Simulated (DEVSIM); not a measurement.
Structure: Ti/HfO2/SiO2/n-Si capacitor, at 400 K.

```csv
layer (left to right),material,thickness (nm),Nd (cm⁻³)
1,HfO2,3.60,-
2,SiO2,1.20,-
3,Si,770,5.6e17
```

Metal gate on the left, work function 4.33 eV. Fixed charge at the semiconductor interface -6.7e10 cm⁻² (in units of +e); no interface traps.

The device is made up for the run: typed textbook-type constants, with dimensions and the other settings drawn at random. Values at 300 K; Nc and Nv go as T^1.5, mobilities as T to minus their exponent, the gap by Varshni's rule with the affinity fixed.

| parameter | HfO2 | SiO2 | Si |
|---|---|---|---|
| gap (eV) | 5.7 | 9 | 1.124 |
| affinity (eV) | 2.5 | 0.9 | 4.05 |
| permittivity | 22 | 3.9 | 11.7 |
| Nc (cm⁻³) | - | - | 2.86e19 |
| Nv (cm⁻³) | - | - | 3.1e19 |
| Varshni α (eV/K) | - | - | 0.000473 |
| Varshni β (K) | - | - | 636 |

DEVSIM, 1D Poisson equation in equilibrium, Boltzmann statistics, complete ionisation; no quantum confinement or tunnelling. Metal contacts follow the ideal Schottky-Mott rule: no Fermi-level pinning, no interface dipoles.

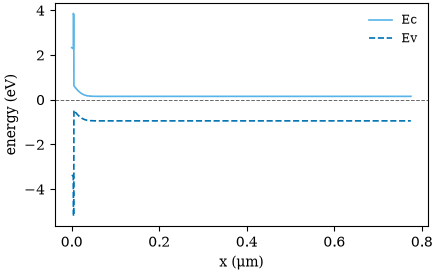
Band edges at -0.5 V on the gate

Energies count from the Fermi level of the right contact; mesh points crowd at the junctions.

```tsv
x (μm)	Ec (eV)	Ev (eV)	n (cm⁻³)	p (cm⁻³)	field (V/cm)
0.000	2.330	-3.370	< 1e2	< 1e2	-140000
0.0008937	2.317	-3.383	< 1e2	< 1e2	-140000
0.001978	2.302	-3.398	< 1e2	< 1e2	-140000
0.003021	2.287	-3.413	< 1e2	< 1e2	-140000
0.004025	3.844	-5.156	< 1e2	< 1e2	-800000
0.004493	3.806	-5.194	< 1e2	< 1e2	-800000
0.005324	0.618	-0.479	7.2e11	4.5e13	-270000
0.007700	0.555	-0.541	4.5e12	7.2e12	-250000
0.01162	0.462	-0.634	6.6e13	4.9e11	-220000
0.01934	0.319	-0.777	4.2e15	7.7e9	-150000
0.03451	0.180	-0.917	2.4e17	1.3e8	-41000
0.08053	0.150	-0.946	5.6e17	5.8e7	-37
0.1548	0.150	-0.946	5.6e17	5.8e7	≈ 0
0.3008	0.150	-0.946	5.6e17	5.8e7	≈ 0
0.5728	0.150	-0.946	5.6e17	5.8e7	≈ 0
0.6726	0.150	-0.946	5.6e17	5.8e7	≈ 0
0.7234	0.150	-0.946	5.6e17	5.8e7	≈ 0
0.7492	0.150	-0.946	5.6e17	5.8e7	≈ 0
0.7649	0.150	-0.946	5.6e17	5.8e7	≈ 0
0.7703	0.150	-0.946	5.6e17	5.8e7	≈ 0
0.7731	0.150	-0.946	5.6e17	5.8e7	≈ 0
0.7748	0.150	-0.946	5.6e17	5.8e7	≈ 0
```
